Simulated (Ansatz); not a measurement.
The calculation's input:

```
basis:
  gaussian:
    orbitals: def2-TZVPD
crystal:
  periodic: [false, false, false]
  atoms:
    - {symbol: F, position_ang: [-3.143551, -1.288408, 0.390370]}
    - {symbol: F, position_ang: [0.600675, 0.996773, -0.524194]}
    - {symbol: "N", position_ang: [-1.890489, 0.913458, -0.489845]}
    - {symbol: Si, position_ang: [-1.645558, -0.701298, 0.152482]}
    - {symbol: Si, position_ang: [-0.641194, 2.019099, -0.929832]}
    - {symbol: H, position_ang: [-0.954475, -0.678993, 1.465284]}
    - {symbol: H, position_ang: [-2.861823, 1.200125, -0.603748]}
    - {symbol: H, position_ang: [-0.960975, -1.589122, -0.819509]}
hamiltonian:
  xc: {name: PBE0}
output: {forces: true, orbitals: {seedname: orbitals}}
```

Launched as:

```sh
ansatz run input.yaml --threads 1 --pin off --max-ram 2610MiB --events-out events.jsonl --progress --plain --runs-dir runs
```

Geometry: PBE0-D3(BJ)/def2-SVP.

Theory: Ansatz 0.2.0, isolated molecule in a Gaussian basis; Kohn-Sham density functional theory, functional PBE0.

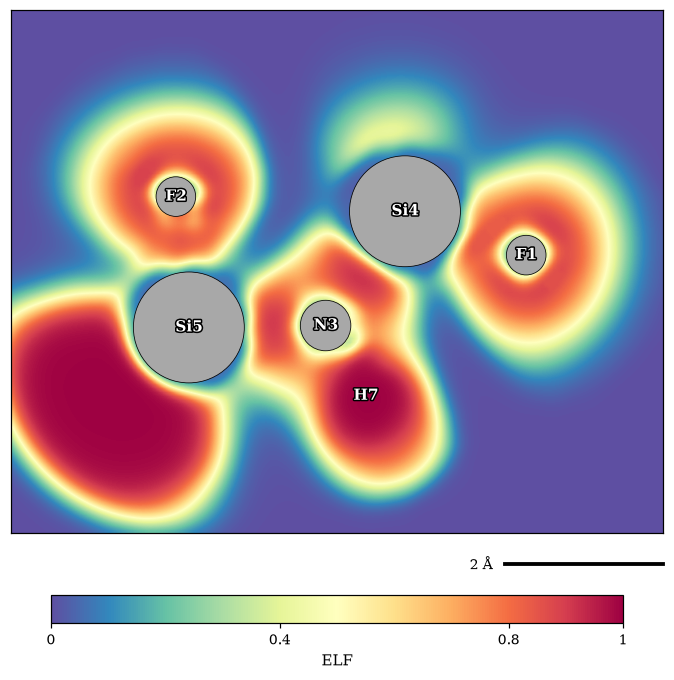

F$_{2}$H$_{3}$NSi$_{2}$ (SMILES F[Si]N[SiH2]F). Electron localisation function on the plane of atoms Si4, N3 and Si5. Grey discs cover the atomic cores.

Q: What does the map show?

A:
- Atoms in the plane: F, N, Si and H.
- Si–F (1.63 Å): the ELF peaks at about 0.85 in the valence shell of F, 0.7 Å from its nucleus, and is about 0.50 at the midpoint.
- Si–N (1.73 Å): the ELF peaks at about 0.90 between the atoms: a polar covalent bond.
- N–H (1.02 Å): the ELF climbs to about 1 towards the hydrogen, as it does in any bond to H: a covalent bond by its length.
- The ELF also peaks beside Si5, F1 and F2, away from the bonds: lone-pair regions.
